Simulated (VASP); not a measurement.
Band structure of V (relaxed from the simple-cubic structure, space group Pm-3m). Level of theory: PBEsol GGA, VASP's PBE PAW potentials (set 64) (plane waves; VASP).

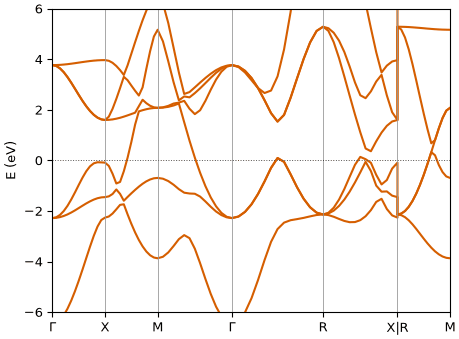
*Bands along high-symmetry lines, zero at the valence-band maximum or, without a gap, the Fermi level*

Read the plot: is there a gap, and where are the band edges?

It has no gap at this level: it comes out as a metal or semimetal. (Edges off the drawn lines would not show.)

The structure was generated: V was put into the simple-cubic type (Pm-3m), which need not be its known phase. It was relaxed first, which changed the volume by -10 %. The run is not spin-polarised, so no magnetic state was tried.
